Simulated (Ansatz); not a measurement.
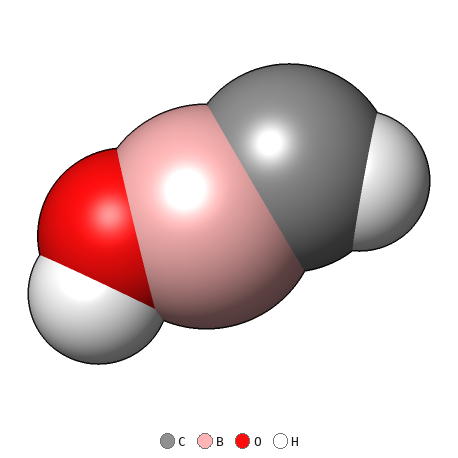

The species has charge +1 and is a spin singlet. The computed structure is the end point of a PBE0-D4/def2-TZVP optimisation. No frequency run is at hand to confirm it as a minimum.

Draw it as a skeletal formula.

SMILES: [H]/[C+]=B/O

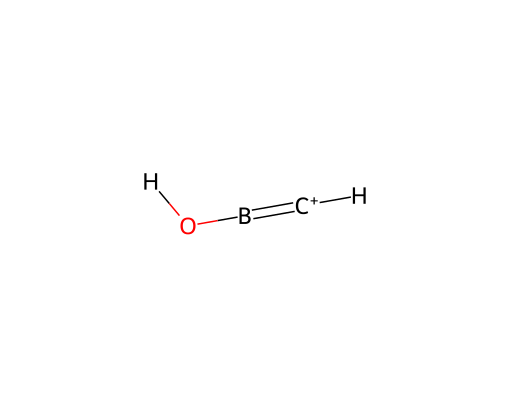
